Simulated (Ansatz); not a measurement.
# CH5NOSi (SMILES N[SiH2]C=O): what the fields show

```xyz
9

N    -0.7486    0.8194   -0.9659
Si    0.2719   -0.4668   -0.4952
C     0.2812   -0.3298    1.4280
O    -0.2525    0.6055    1.9826
H    -0.8138    1.1930   -1.8987
H    -0.9856    1.4994   -0.2557
H     1.6909   -0.3975   -0.9604
H    -0.2308   -1.8156   -0.8802
H     0.7873   -1.1076    2.0457
```

These are results of RKS PBE0/def2-mTZVP in Ansatz 0.2.0, not measurements.

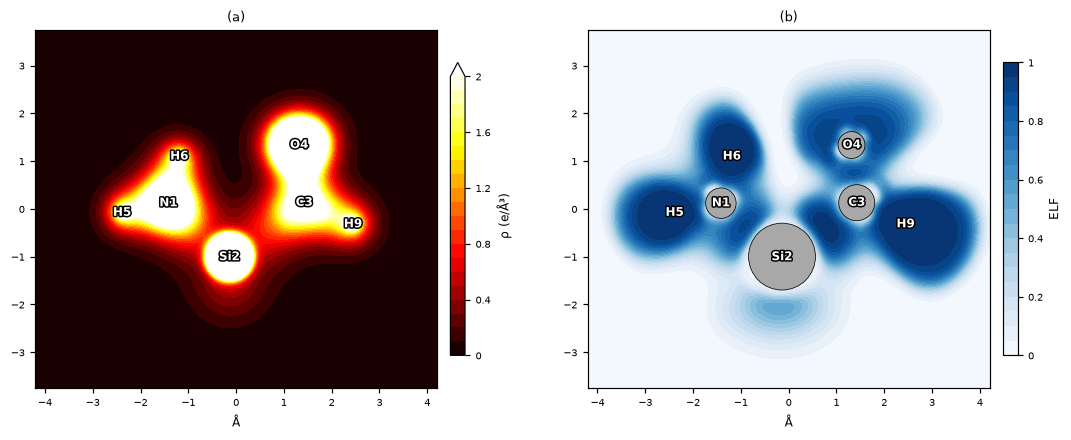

Figure 1. (a) electron density; (b) electron localisation function on the plane of atoms Si2, C3 and H9. Grey discs cover the atomic cores in the ELF map.

Question: Read the bonding off the picture.

Answer: The plane passes through N, Si, C, O and H nuclei. C–O (1.21 Å): the density is about 3.3 e/Å³ at the midpoint; the ELF peaks at about 0.85 between the atoms: a multiple bond. Si–N (1.71 Å): ρ is about 1.1 e/Å³ halfway; the ELF peaks at about 0.90 between the atoms: a polar covalent bond. C–Si (1.93 Å): ρ is about 0.91 e/Å³ halfway; the ELF peaks at about 1 between the atoms, as expected for localised, covalent bonding. N–H (1.01 Å): ρ is about 2.8 e/Å³ halfway; the ELF climbs to about 1 towards the hydrogen, as it does in any bond to H (a covalent bond by its length). C–H (1.11 Å): ρ is about 2 e/Å³ halfway; the ELF climbs to about 1 towards the hydrogen; an ordinary covalent bond to hydrogen. The ELF also peaks beside O4, away from the bonds: lone-pair regions.

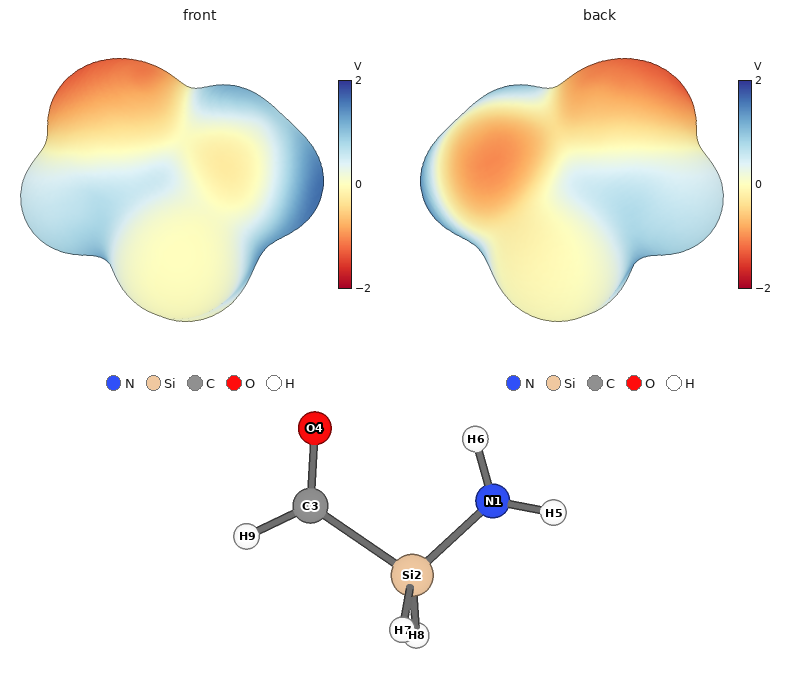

Figure 2. The electrostatic potential painted on the density surface at 0.001 e/bohr³, seen from the front and from behind; red is negative and blue positive. The bare structure is drawn below in the same view.

Question: Where is the surface potential most negative and most positive?

Answer: The most negative region (about −1.3 V) lies over O4, the most positive (about +1.6 V) over H5. O4 is the likeliest acceptor of a hydrogen bond.

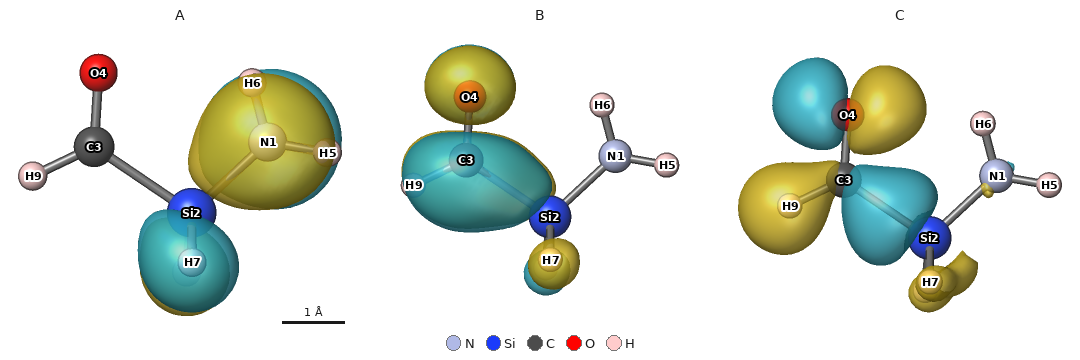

Figure 3. Three frontier orbitals at ±0.1 Å⁻³ᐟ² (yellow and cyan are the two phases), in no order.

Question: Order the three orbitals by energy and name them.

Answer: A is the HOMO−1 (−7.48 eV). It lies mainly on N1 (about 65 %) and H7 (about 5 %). C is the HOMO (−7.12 eV). It lies mainly on O4 (about 50 %), C3 (about 20 %), Si2 (about 15 %) and H9 (about 10 %). B is the LUMO (−1.48 eV). It lies mainly on C3 (about 45 %) and O4 (about 35 %); π-antibonding (π*) across C3–O4.

Question: What is the HOMO–LUMO gap?

Answer: 5.64 eV between the orbital energies.

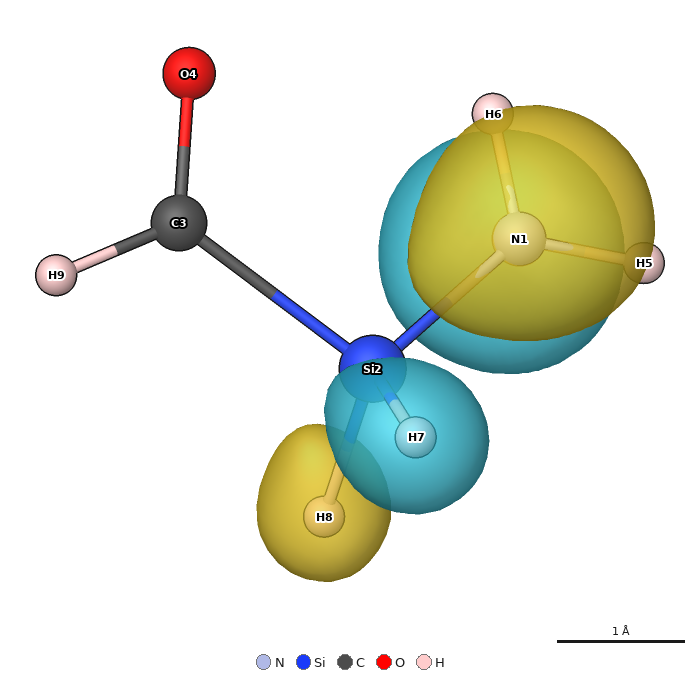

Figure 4. The HOMO−1 at ±0.15 Å⁻³ᐟ² (yellow and cyan are the two phases), seen at a tilt.

Question: What is the character of this orbital?

Answer: Its weight (Hirshfeld) is mainly on N1 (about 65 %) and H7 (about 5 %). Its energy is −7.48 eV.
